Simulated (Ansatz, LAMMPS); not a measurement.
# Glassy NaFeSi2O6 (120 atoms): geometry optimisation, part 2 of 2

Wanted: the relaxed structure of glassy NaFeSi2O6 (120 atoms) and its electronic structure.

Ansatz 0.2.0; Kohn-Sham DFT, LDA, PAW (set soft_2), plane waves.

The cell: 12 Fe, 12 Na, 72 O and 24 Si. The quench rate of 10 K/ps is many orders above laboratory rates. The network of bonds at the start is that of the classical potential that made the cell. Without a Hubbard term or exact exchange, open shells on Fe are likely too delocalised. The Brillouin zone is sampled at Γ only, in a cell whose shortest periodic width is 12 Å.

So far, density (g/cm³): step 4 (distances and neighbours after relaxation) 2.76.

## 5. Single point at the relaxed geometry (continued)

Magnetic moments by element and coordination:

| element | coordination | atoms | mean moment (μB) | spread | least | most |
| --- | --- | --- | --- | --- | --- | --- |
| Fe | all | 12 | 0.0035 | 3.36 | -3.56 | 3.60 |
| Fe | 4 | 2 | -3.32 | 0.144 | -3.47 | -3.18 |
| Fe | 5 | 5 | 0.690 | 3.33 | -3.47 | 3.60 |
| Fe | 6 | 5 | 0.647 | 3.26 | -3.56 | 3.58 |
| Na | all | 12 | -2.0e-4 | 5.0e-4 | -0.0013 | 7.0e-4 |
| Na | 3 | 2 | -4.0e-4 | 4.0e-4 | -8.0e-4 | 0 |
| Na | 4 | 1 | -0.0013 | 0 | -0.0013 | -0.0013 |
| Na | 5 | 6 | 1.0e-4 | 3.0e-4 | -2.0e-4 | 7.0e-4 |
| Na | 6 | 1 | 1.0e-4 | 0 | 1.0e-4 | 1.0e-4 |
| Na | 7 | 1 | -6.0e-4 | 0 | -6.0e-4 | -6.0e-4 |
| Na | 8 | 1 | -1.0e-4 | 0 | -1.0e-4 | -1.0e-4 |
| O | all | 72 | -3.0e-4 | 0.092 | -0.183 | 0.194 |
| O | 2 | 15 | -0.0014 | 0.076 | -0.150 | 0.160 |
| O | 3 | 39 | 0.0014 | 0.0875 | -0.183 | 0.194 |
| O | 4 | 17 | -0.0099 | 0.111 | -0.164 | 0.148 |
| O | 5 | 1 | 0.116 | 0 | 0.116 | 0.116 |
| Si | all | 24 | 1.0e-4 | 0.0041 | -0.0082 | 0.0101 |

States in the cell by windows of 1 eV, zero at the Fermi level; the larger projections on atomic orbitals stand beside the total:

```
from (eV)  to (eV)  total up  total down   O p  Fe d  Si p   O s
      -18      -17      10.6        10.2   0.3   0.3   2.5  17.0
      -17      -16       1.9         1.9   0.1   0.0   0.5   3.0
      -16      -11       0.0         0.0   0.0   0.0   0.0   0.0
      -11      -10       4.1         4.2   5.4   0.1   0.4   0.4
      -10       -9       7.1         7.0   9.5   0.2   1.0   0.8
       -9       -8       9.1         8.4  12.1   0.6   1.7   0.9
       -8       -7      14.3        15.8  21.5   2.3   4.0   0.6
       -7       -6      27.1        26.6  36.9   8.4   4.9   1.2
       -6       -5      31.1        30.9  43.6  11.0   3.5   1.7
       -5       -4      40.4        41.1  62.7  11.8   2.8   1.7
       -4       -3      44.2        42.6  71.0  10.5   1.9   1.2
       -3       -2      41.6        40.5  66.5  11.9   1.2   0.8
       -2       -1      20.8        23.5  32.5   9.9   0.6   0.6
       -1        0       6.3         5.4   5.2   5.7   0.1   0.4
        0        1      17.0        16.5   5.9  26.5   0.3   0.3
        1        2       9.0         9.3   4.0  12.9   0.2   0.6
        2        3       5.0         5.1   2.1   5.2   0.2   0.8
        3        4       3.3         3.2   0.5   0.0   0.3   0.7
        4        5       5.8         5.4   1.0   0.1   1.1   1.3
```

The curve was stored every 0.10 eV, coarse against its broadening of 0.08 eV, so these counts are rough.

Between -26 and -18 eV lie 191 more states.

The stored curve holds about 708 of the 828 electrons; the rest, give or take the few that broadening carries across the Fermi level, lie in deeper levels below its range.

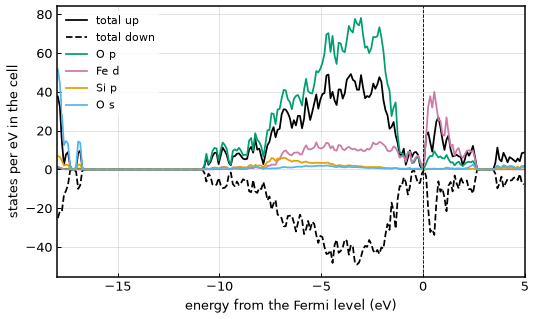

Total and projected density of states, with the broadening of the input. Down spins are drawn downwards.

The levels nearest the highest filled one (over half full), pooled over k-points and spins:

| level less the highest filled one (eV) | occupation |
| --- | --- |
| -0.471 | 1 |
| -0.318 | 1 |
| -0.213 | 1 |
| -0.136 | 1 |
| -0.0994 | 1 |
| 0 | 1 |
| 0.284 | 0 |
| 0.314 | 0 |
| 0.359 | 0 |
| 0.392 | 0 |
| 0.411 | 0 |
| 0.426 | 0 |

Mean Löwdin charges: Fe +1.41, Na +0.80, O -0.81, Si +1.65 e (they miss 0.92 % of the electrons, so they add up to more than the cell's charge). The cell holds a total moment of 5.9e-5 μB, from site moments of up to 3.6 μB that point both ways; no search proves this magnetic order the lowest.

## 6. What came out

| Item | Value |
| --- | --- |
| energy change in the relaxation | -84.73 meV/atom |
| r.m.s. displacement | 0.346 Å |
| largest displacement | 1.417 Å |
| free energy per atom | -1044.2222 eV/atom |
| pressure | -3.852 GPa |
| r.m.s. force component | 0.01099 eV/Å |
| gap (highest filled to lowest empty level) | 0.2843 eV |
| wall time of the 3 DFT runs | 11 min |

**Reading.** Relaxation lowers the energy by 84.7 meV/atom and moves atoms by 0.35 Å r.m.s.; the r.m.s. force component goes from 1.2 to 0.011 eV/Å. By the final cutoffs 8 of 218 bonded pairs parted and 10 joined. First to last step the energy falls by 10.168 eV; the largest move, 1.42 Å, is that of Na23. The O-Na bonds change most in mean length: from 2.597 Å (spread 0.235) to 2.513 Å (spread 0.203), and their number from 59 to 61. Counting bonds as in the table, 42 % of Fe atoms have 5 and as many 6, 50 % of Na atoms have 5, 54 % of O atoms have 3 and all Si atoms have 4 bonded neighbours. Counting bonds to Si alone, not to Fe, 38 % of the oxygens join two of these atoms and 58 % one; 4 % join none. Between filled and empty levels lie 0.284 eV (at Γ alone); a local or semilocal functional tends to put such gaps too low. In a disordered cell it changes from sample to sample, and tail or defect levels can set it. The cell holds a total moment of 5.9e-5 μB, from site moments of up to 3.6 μB that point both ways; no search proves this magnetic order the lowest.

**Limits.** In the spin-polarised runs the search for a state of lower energy was switched off. The starting topology of bonds comes from the classical model; in DFT 8 of its 218 bonded pairs passed out of the cutoffs and 10 came within them. The run was spin polarised, started with 6 moments up and 6 down in a pattern of our own, ending at 0.0 μB in the cell; that starting order needn't be the real material's, and it bears on forces, charges and levels. With open d shells in the cell, the gap can be one between d levels of these ions, not the gap of the host. The pressure of -3.9 GPa says that the cell would shrink at this level of theory.

Against the measurements quoted at the start:

```
             quantity  measured  this cell  difference                                       method of the measurement
nearest Si–O distance    1.63 Å     1.63 Å      +0.0 %                       neutron diffraction, Gaussian fit of T(r)
 number of O about Si       3.9          4      +2.6 %                       neutron diffraction, Gaussian fit of T(r)
nearest Fe–O distance    1.89 Å     1.92 Å      +1.6 %                         neutron diffraction, T(r) peak position
 nearest O–O distance    2.66 Å     2.67 Å      +0.4 %                         neutron diffraction, T(r) peak position
 number of O about Fe       4.3       5.25     +22.1 %  neutron diffraction with Fe isotope substitution, Gaussian fit
```

The cell differs from the measured distances by up to 1.6 % and neighbour counts by up to 22.1 %. Distances of this cell are positions of the first main peak of g(r), or bond means where the peak is narrow; means over all bonds within a cutoff lie farther out for broad shells. The network comes from the model that made the cell; in DFT 8 of its 218 bonded pairs passed out of the cutoffs and 10 came within them. Our coordination numbers hang on a cutoff, and experiments count neighbours in their own ways.

[Logs are printed without paths, hosts, clocks, repeated set-up lines and the standing remarks that a program may print on its own settings, such as how far it seeks lower states.]

[Hosts, paths, dates, database ids (printed as entryN), source tags and the programs' standing remarks are cut or masked in the printed files.]
